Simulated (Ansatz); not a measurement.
# CH4Si (SMILES C[SiH]): B3LYP/STO-3G

Aim: the energy change on altering one bond length of CH4Si at B3LYP/STO-3G, from 2 runs. 

The results are computed with Ansatz 0.2.0.

47 further runs of the same task are left out: 47 set aside as unsound or not needed.

### 1 Starting point

CH4Si has 6 atoms, charge 0, and is taken as a singlet. As SMILES, `C[SiH]`. Geometry: relaxed at PBE0-D4/def2-TZVP.

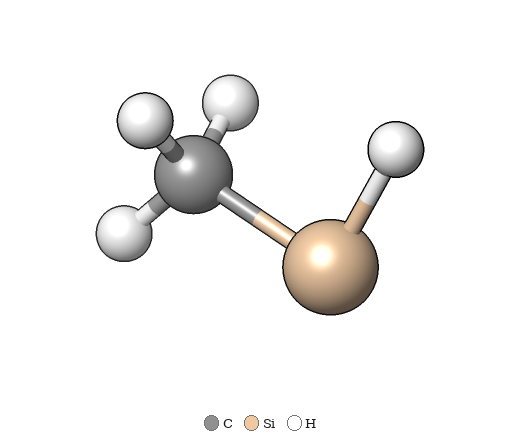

The structure, seen from a chosen angle (carbon grey, silicon light orange, hydrogen white).

### 2 The energy at B3LYP/STO-3G

Contents of run.yaml:

```yaml
basis:
  gaussian: {orbitals: STO-3G}
crystal:
  periodic: [false, false, false]
  atoms:
    - {symbol: C, position_ang: [-0.093500, -0.366000, -0.370300]}
    - {symbol: Si, position_ang: [0.917300, 0.209800, 1.122300]}
    - {symbol: H, position_ang: [-1.156900, -0.410100, -0.102200]}
    - {symbol: H, position_ang: [0.215000, -1.335600, -0.763000]}
    - {symbol: H, position_ang: [-0.024000, 0.382000, -1.170800]}
    - {symbol: H, position_ang: [0.142200, 1.520000, 1.284000]}
hamiltonian: {xc: {name: B3LYP}}
accuracy: high
```

The run is started by

```console
$ ansatz run run.yaml --threads 1 --pin off --max-ram 2610MiB --events-out events.jsonl --progress --plain --runs-dir runs
```

Output:

```text
Warning: RAYON_NUM_THREADS=1 ignored (pool sized by the plan → 1); use --threads N
Functional definition: B3LYP
  name "B3LYP"
  parameter a0 = 0.2
  parameter ax = 0.72
  parameter ac = 0.81
  exchange = (1 - a0 - ax)*slater_x + ax*b88_x + a0*exact_x
  correlation = (1 - ac)*vwn_rpa_c + ac*lyp_c
311 factors; integrals over basis functions are off by at most 1.2e-8 eV
mean field evaluation 1: about -8873.0936 eV, gradient 1.2e1 eV
mean field evaluation 2: about -8873.2614 eV, gradient 9.7e0 eV
mean field evaluation 4: about -8873.5854 eV, gradient 1.8e-1 eV
mean field evaluation 8: about -8873.5516 eV, gradient 1.6e-4 eV
mean field evaluation 16: about -8873.5516 eV, gradient 5.3e-9 eV
mean field -8873.55159488 eV, -326.0970064025 hartree, gradient 5.3e-9 eV, S^2 0.000000; 0 other end points of the search recorded, 0 dependent functions left out
reference -8873.55162277 eV, -326.0970074276 hartree; 12, 12 occupied and 6, 6 virtual orbitals, 311 factors
Total energy: -8873.55162277 eV, -326.0970074276 hartree
```

It took 0.91 s on 1 thread of Arm Neoverse V2, shared host.

### 3 The distorted shape, same level

Contents of job.yaml:

```yaml
crystal:
  periodic: [false, false, false]
  atoms:
    - {symbol: C, position_ang: [-0.110873, -0.552978, -0.170199]}
    - {symbol: Si, position_ang: [0.899927, 0.022822, 1.322401]}
    - {symbol: H, position_ang: [-1.174273, -0.597078, 0.097901]}
    - {symbol: H, position_ang: [0.197627, -1.522578, -0.562899]}
    - {symbol: H, position_ang: [-0.024000, 0.382000, -1.170800]}
    - {symbol: H, position_ang: [0.124827, 1.333022, 1.484101]}
basis:
  gaussian:
    orbitals: STO-3G
hamiltonian:
  xc: {name: B3LYP}
total_charge: 0
accuracy: high
```

The run is started by

```console
$ ansatz run job.yaml --threads 1 --pin off --max-ram 2610MiB --events-out events.jsonl --progress --plain --runs-dir runs
```

Output:

```text
Warning: RAYON_NUM_THREADS=1 ignored (pool sized by the plan → 1); use --threads N
Functional definition: B3LYP
  name "B3LYP"
  parameter a0 = 0.2
  parameter ax = 0.72
  parameter ac = 0.81
  exchange = (1 - a0 - ax)*slater_x + ax*b88_x + a0*exact_x
  correlation = (1 - ac)*vwn_rpa_c + ac*lyp_c
311 factors; integrals over basis functions are off by at most 1.5e-8 eV
mean field evaluation 1: about -8872.2170 eV, gradient 1.1e1 eV
mean field evaluation 2: about -8872.3753 eV, gradient 9.1e0 eV
mean field evaluation 4: about -8872.6715 eV, gradient 2.2e-1 eV
mean field evaluation 8: about -8872.6200 eV, gradient 3.9e-3 eV
mean field evaluation 16: about -8872.6200 eV, gradient 4.1e-8 eV
mean field -8872.61999773 eV, -326.0627708388 hartree, gradient 4.0e-8 eV, S^2 0.000000; 0 other end points of the search recorded, 0 dependent functions left out
reference -8872.62002590 eV, -326.0627718741 hartree; 12, 12 occupied and 6, 6 virtual orbitals, 311 factors
Total energy: -8872.62002590 eV, -326.0627718741 hartree
```

Wall time 0.91 s (1 thread of Arm Neoverse V2, shared host).

### 4 Results

At B3LYP/STO-3G:

| quantity | value |
| --- | --- |
| first shape: total energy | -326.09701 Eh |
| distorted shape: total energy | -326.06277 Eh |
| energy change with the C1–H5 bond stretched from 1.098 to 1.372 Å | 0.932 eV |

With the C1–H5 bond stretched from 1.098 to 1.372 Å the energy rises by 0.93 eV (21.5 kcal/mol). The first shape isn't relaxed at this level, so the change isn't measured from a minimum. The minimal basis adds a large error of its own.
